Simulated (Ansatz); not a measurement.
Process, species as SMILES: [PH2] (PH2) → [PH2-] (an electron is taken up)
B3LYP-D3(BJ)/def2-TZVP geometries, fixed; electronic energies without zero-point terms; positive where energy is released.

Basis-set convergence of the adiabatic electron affinity at HF with Ansatz (a program for electronic structure). Cartesian d functions, on some or all atoms, in 6-31+G*, 6-311G**; all else is spherical. Open shells are unrestricted. No added dispersion term, no relativity. Functions are those of the species that has most. Reference: the value in aug-pcseg-3, 0.043 eV, itself unsure by roughly 0.049 eV (its mean distance from aug-cc-pV(Q+d)Z, def2-QZVPPD). Deviations are taken from unrounded values.

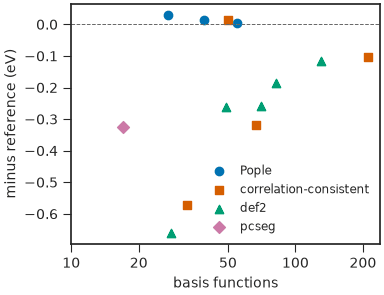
*Deviation from the reference against the number of basis functions, by family of sets.*

```csv
basis,functions,adiabatic electron affinity (eV),minus reference (eV)
pcseg-0,17,-0.281,-0.324
6-31+G*,27,0.074,0.030
def2-SVP,28,-0.618,-0.661
cc-pV(D+d)Z,33,-0.529,-0.572
6-311G**,39,0.056,0.012
def2-TZVP,49,-0.219,-0.262
aug-cc-pV(D+d)Z,50,0.058,0.015
"6-311++G(2d,2p)",55,0.046,0.003
cc-pV(T+d)Z,67,-0.276,-0.319
def2-TZVPP,70,-0.215,-0.259
def2-TZVPPD,82,-0.143,-0.186
def2-QZVPP,130,-0.073,-0.116
cc-pV(5+d)Z,210,-0.061,-0.104
```
